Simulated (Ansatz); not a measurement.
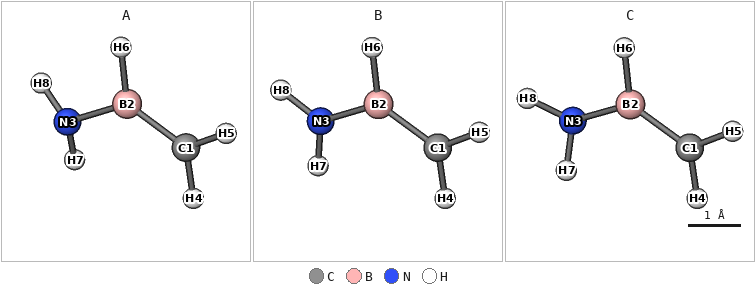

3 geometries from a converged minimum-energy path of CH₅BN (charge −1), shuffled. Style: ball-and-stick. Shown at a tilt.

All numbers below come from RKS PBE0-D4/def2-TZVP in Ansatz. Run with 5 movable images; climbing image; force threshold 0.05 eV/Å; iteration limit 60; starting path through a guess of the saddle point.

> Which frame is the transition state?

B. In order along the path, whose images run from 0 to 6: C (image 1, +0.17 kcal/mol), B (image 3, +1.16 kcal/mol), A (image 5, +0.16 kcal/mol). The motion is an umbrella inversion at N3. No bond forms or breaks between the ends. Among the angles between lasting bonds that change up to the highest image: B2–N3–H8 114.9° → 123.7°, B2–N3–H7 113.8° → 122.1°.

Limits of the set-up: the basis has no diffuse functions, which an anion needs.

Cost: 36 s on 2 threads of Intel(R) Xeon(R) Platinum 8488C (Sapphire Rapids), on a shared host, peak memory 0.21 GiB.
